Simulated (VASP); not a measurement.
Band structure of TiAs (relaxed from the CsCl type structure, space group Pm-3m). Method: PBEsol GGA, VASP's PBE PAW potentials (set 64) (plane waves; VASP).

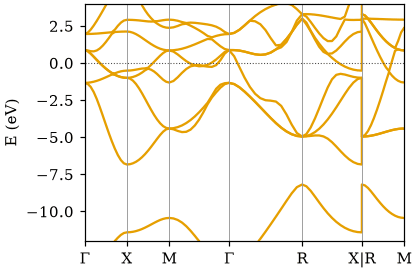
Fig. 1. Bands along high-symmetry lines, zero at the valence-band maximum or, without a gap, the Fermi level

Question: Read the plot: is there a gap, and where are the band edges?

Answer: It has no gap at this level: it comes out as a metal or semimetal. (Edges off the drawn lines would not show.)

The structure was generated: TiAs was put into the CsCl type type (Pm-3m), which need not be its known phase. It was relaxed first, which changed the volume by -34 %. The electron count is odd and the run is not spin-polarised, which forces a metal.
